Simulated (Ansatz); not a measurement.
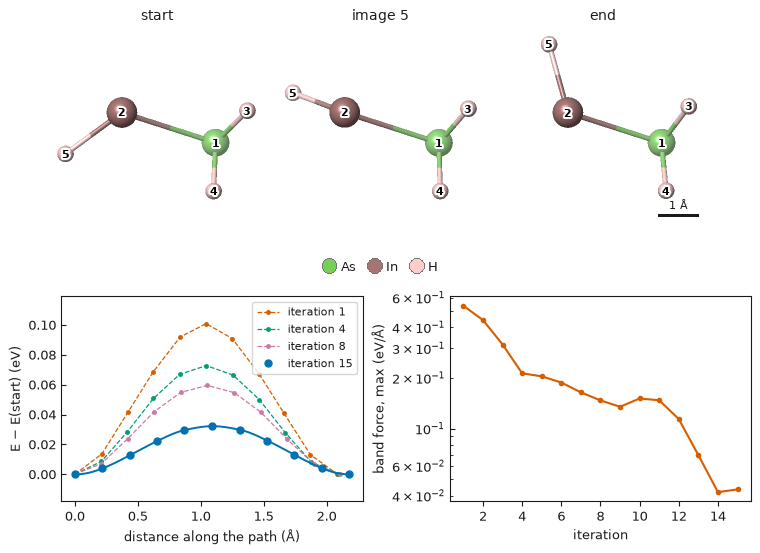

A search for the minimum-energy path of InAsH3 (multiplicity 2) by the nudged elastic band. Images are numbered from 0 (start) to 10 (end). The plot follows the band through its iterations. Style: ball-and-stick. Shown face on.

Level of theory: Ansatz, UKS PBE/def2-SVPD. Set-up: 9 movable images; climbing image; force threshold 0.05 eV/Å; iteration limit 60; optimiser FIRE; largest step 0.5 Å; starting path by image-dependent pair potential.

### Judge this run.

The run is converged, with reservations. The band converged in 15 iterations. The largest component of the band force went from 0.54 to 0.044 eV/Å. The climbing image converged on the top of the path. Its curvatures weren't checked. The step length is far from the usual. The first iteration put the highest image at 0.101 eV. The two ends have the same energy, and the highest point, image 5, lies 0.032 eV above the start.

The run took 3.6 min on 2 threads of Intel(R) Xeon(R) Platinum 8488C (Sapphire Rapids), with other jobs on the host, peak memory 0.19 GiB.
